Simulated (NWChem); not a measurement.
**SiHF3 (SMILES F[SiH](F)F): levels of theory compared**

Wanted: a comparison of 6 runs (HF/STO-3G, HF/3-21G, HF/cc-pVTZ, B3LYP/6-31G*, CCSD(T)/def2-SVP, CCSD(T)/6-31+G*) of SiHF3. 

Program for the calculation: NWChem 7.3.0.

## (1) Starting point

SiHF3: 5 atoms, total charge 0, spin state singlet. SMILES: `F[SiH](F)F`. The shape is that of a PBE0-D4/def2-TZVP optimisation.

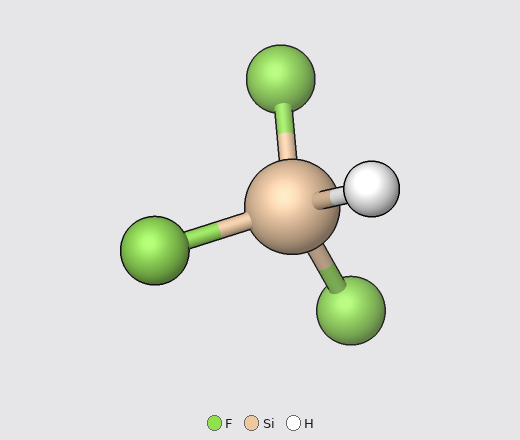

Viewed from a chosen angle; fluorine green, silicon light orange, hydrogen white.

## (2) Energy and gradient at HF/STO-3G (run 1)

Input file sp.nw:

```
start sp
memory 2200 mb

geometry units angstroms noautosym nocenter noautoz
  F    -0.447100   -0.082200    1.491300
  Si    0.040700    0.001700   -0.001800
  F    -0.597100    1.281400   -0.657200
  F    -0.495900   -1.263300   -0.767200
  H     1.499400    0.062400   -0.065100
end

basis spherical bse
  * library STO-3G
end

scf
  singlet
  rhf
  thresh 1e-08
  maxiter 80
end

task scf gradient
```

The run is started by

```bash
$ nwchem sp.nw > sp.out
```

Standard output:

```text
[...]
  functions       =    25
[...]
  wavefunction    = RHF
[...]
         Total SCF energy =   -580.356379023968
      One-electron energy =  -1190.652958811740
      Two-electron energy =    421.888715738228
 Nuclear repulsion energy =    188.407864049543
        Time for solution =      0.6s
[...]
                         RHF ENERGY GRADIENTS
    atom               coordinates                        gradient
                 x          y          z           x          y          z
   1 F      -0.844896  -0.155335   2.818148    0.007334   0.001067  -0.017907
   2 Si      0.076912   0.003213  -0.003402   -0.046562  -0.001926   0.001926
   3 F      -1.128355   2.421495  -1.241928    0.009169  -0.015314   0.007813
   4 F      -0.937115  -2.387291  -1.449798    0.007953   0.015255   0.009128
   5 H       2.833455   0.117919  -0.123021    0.022107   0.000917  -0.000959
[...]
```

Run time: 1.6 s. Hardware: 1 thread of Intel Xeon Platinum 8488C (Sapphire Rapids), shared host; peak memory 0.099 GiB.

## (3) Energy and forces at HF/3-21G (run 2)

Input file run.py:

```python
from ase import Atoms
from ase.calculators.nwchem import NWChem

mol = Atoms('FSiFFH', positions=[
    [-0.447100, -0.082200, 1.491300],
    [0.040700, 0.001700, -0.001800],
    [-0.597100, 1.281400, -0.657200],
    [-0.495900, -1.263300, -0.767200],
    [1.499400, 0.062400, -0.065100],
])

calc = NWChem(
    label='mymol',
    theory='scf',
    memory='2200 mb',
    basis='3-21G',
    basispar='spherical bse',
    scf={'nopen': '0', 'rhf': None, 'thresh': '1e-08', 'maxiter': '80'},
)
mol.calc = calc

forces = mol.get_forces()
print("Total energy (eV):", round(mol.get_potential_energy(), 6))
print("forces (eV/A):")
for s, f in zip(mol.symbols, forces):
    print(f"{s:2s} {f[0]:10.5f} {f[1]:10.5f} {f[2]:10.5f}")
print("dipole (e A):", mol.get_dipole_moment().round(4))
```

The run is started by

```bash
$ export ASE_NWCHEM_COMMAND="nwchem PREFIX.nwi > PREFIX.nwo"
$ python run.py
```

Standard output:

```text
Total energy (eV): -15915.212862
forces (eV/A):
F    -0.59254   -0.07662    1.22529
Si    2.24781    0.09287   -0.09220
F    -0.71723    1.03970   -0.52831
F    -0.63434   -1.04346   -0.61799
H    -0.30370   -0.01250    0.01316
dipole (e A): [ 0.4073  0.017  -0.0178]
```

The calculator wrote mymol.nwi:

```
title "mymol"

permanent_dir mymol

scratch_dir mymol

start mymol

geometry units angstrom nocenter noautosym noautoz
  F  -4.4710000000000000e-01 -8.2199999999999995e-02 1.4913000000000001e+00
  Si 4.0700000000000000e-02 1.6999999999999999e-03 -1.8000000000000000e-03
  F  -5.9709999999999996e-01 1.2814000000000001e+00 -6.5720000000000001e-01
  F  -4.9590000000000001e-01 -1.2633000000000001e+00 -7.6719999999999999e-01
  H  1.4994000000000001e+00 6.2399999999999997e-02 -6.5100000000000005e-02
end

memory 2200 mb

basis spherical bse noprint
   * library 3-21G
end

scf
  nopen 0
  rhf
  thresh 1e-08
  maxiter 80
end

task scf gradient
```

mymol.nwo:

```text
Northwest Computational Chemistry Package (NWChem) 7.3.0
             --------------------------------------------------------

           Job information
           ---------------

    nwchem branch   = 7.3.0
    use scalapack   = T
    input           = mymol.nwi
    prefix          = mymol.
    data base       = mymol/mymol.db
    status          = startup
    nproc           =        1

           Memory information
           ------------------

    heap     =     72089600 doubles =      550.0 Mbytes
    stack    =     72089597 doubles =      550.0 Mbytes
    global   =    144179200 doubles =     1100.0 Mbytes (distinct from heap & stack)
    total    =    288358397 doubles =     2200.0 Mbytes
    verify   = yes
    hardfail = no

[... 127 lines left out ...]
 Convergence threshold     :          1.000E-08
[... 13 lines left out ...]
       Final RHF  results
[... 3 lines left out ...]
      One-electron energy =  -1190.478941619317
[... 1 line left out ...]
 Nuclear repulsion energy =    188.407864049543
[... 39 lines left out ...]
                       ROHF Final Molecular Orbital Analysis
[... 212 lines left out ...]
    atom               coordinates                        gradient
                 x          y          z           x          y          z
   1 F      -0.844896  -0.155335   2.818148    0.011523   0.001490  -0.023828
   2 Si      0.076912   0.003213  -0.003402   -0.043713  -0.001806   0.001793
   3 F      -1.128355   2.421495  -1.241928    0.013948  -0.020219   0.010274
   4 F      -0.937115  -2.387291  -1.449798    0.012336   0.020292   0.012018
   5 H       2.833455   0.117919  -0.123021    0.005906   0.000243  -0.000256

                 ----------------------------------------
                 |  Time  |  1-e(secs)   |  2-e(secs)   |
                 ----------------------------------------
                 |  CPU   |       0.00   |       0.14   |
                 ----------------------------------------
                 |  WALL  |       0.00   |       0.14   |
                 ----------------------------------------

 Task  times  cpu:        0.9s     wall:        0.9s
 Total times  cpu:        0.9s     wall:        0.9s
```

Wall time 2.1 s (1 thread of Intel Xeon Platinum 8488C (Sapphire Rapids), shared host); peak memory 0.099 GiB.

Runs 3 to 5 aren't shown in full; the table further down has their settings and results.

## (4) A single-point energy at CCSD(T)/6-31+G(d) (spherical functions) (run 6)

Input file calc.nw:

```
start calc
title "F3HSi"
memory total 2200 mb

geometry units angstroms noautosym nocenter noautoz
   F       -0.447100      -0.082200       1.491300
   Si       0.040700       0.001700      -0.001800
   F       -0.597100       1.281400      -0.657200
   F       -0.495900      -1.263300      -0.767200
   H        1.499400       0.062400      -0.065100
end

basis spherical bse
   * library 6-31+G*
end

scf
   thresh 1e-08
   maxiter 80
   print medium
end

ccsd
   freeze core 8
   maxiter 60
end

task ccsd(t) energy
```

The run is started by

```bash
$ nwchem calc.nw > calc.out
```

Standard output:

```text
[...]
  functions       =    78
[...]
  wavefunction    = RHF
[...]
         Total SCF energy =   -588.027344938914
      One-electron energy =  -1194.336755002488
      Two-electron energy =    417.901546014031
 Nuclear repulsion energy =    188.407864049543
        Time for solution =      8.1s
[...]
 Total MP2 energy:           -588.633446478732594
[...]
             energy      energy      error      ampl     ampl      Block
                                                time     time      time
[...]
 Total CCSD energy:           -588.641088957578972
[...]
 Total CCSD+T(CCSD) energy:           -588.655747805275496
[...]
 Total CCSD(T) energy:                -588.653101182896762
[...]
```

It took 76 s on 1 thread of Intel Xeon Platinum 8488C (Sapphire Rapids), shared host; peak memory 0.2 GiB.

## (5) All runs side by side

```csv
run,level,Cartesian functions,iteration cap,energy (Eh),HOMO energy (eV),LUMO energy (eV),HOMO–LUMO gap (eV),wall time
1,HF/STO-3G,no,80,-580.356379,-10.89,12.69,23.58,1.6 s
2,HF/3-21G,no,80,-584.873290,-15.29,5.74,21.03,2.1 s
3,HF/cc-pVTZ,no,80,-588.175855,–,–,–,83 s
4,B3LYP/6-31G* (Cartesian functions),yes,100,-589.801683,-10.72,1.42,12.13,13 s
5,CCSD(T)/def2-SVP,no,80,-588.354982,-15.37,5.32,20.69,29 s
6,CCSD(T)/6-31+G* (spherical functions),no,80,-588.653101,-15.44,1.87,17.30,76 s
```

## (6) Summary of results

```
                                          quantity          value
                               run 6: total energy  -588.65310 Eh
        run 6: HOMO energy (Hartree–Fock orbitals)      -15.44 eV
        run 6: LUMO energy (Hartree–Fock orbitals)        1.87 eV
      run 6: HOMO–LUMO gap (Hartree–Fock orbitals)       17.30 eV
run 6: correlation energy (8 core orbitals frozen)     -625.8 mEh
                             run 6: (T) correction     -12.01 mEh
```

What this shows: Over runs 1, 2, 4 the dipole moment (its size) runs from 1.08 D (HF/STO-3G) to 1.96 D (HF/3-21G). Over runs 1, 2, 4 the HOMO–LUMO gap runs from 12.13 eV (B3LYP/6-31G*) to 23.58 eV (HF/STO-3G). The two ends differ in method and basis. In run 1 the basis is minimal, so the values are rough. All runs together took 3.4 min, the longest 83 s.
